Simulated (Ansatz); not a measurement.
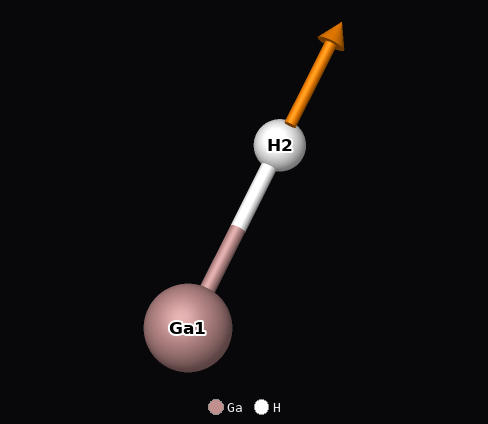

The arrows show one normal mode. Harmonic vibrations computed with RKS PBE0-D4/def2-TZVP (Ansatz 0.2.0) at a stationary point of the same level.

Describe the motion.

Mostly Ga–H stretching.

Estimate its harmonic wavenumber.

1602 cm⁻¹; it is mode 1 of 1 counted from the lowest.
